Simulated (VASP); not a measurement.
Band structure of Ga (alpha). Method: PBE GGA with D3 dispersion (Becke-Johnson damping), VASP's PBE PAW potentials (set 64) (plane waves; VASP).

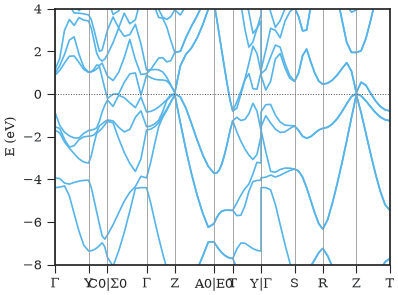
Fig. 1. Bands along high-symmetry lines, zero at the valence-band maximum or, without a gap, the Fermi level

**Question.** Read the plot: is there a gap, and where are the band edges?

**Answer.** It has no gap at this level: it comes out as a metal or semimetal. (Edges off the drawn lines would not show.)

The compound is Ga in the alpha structure. It was relaxed first.
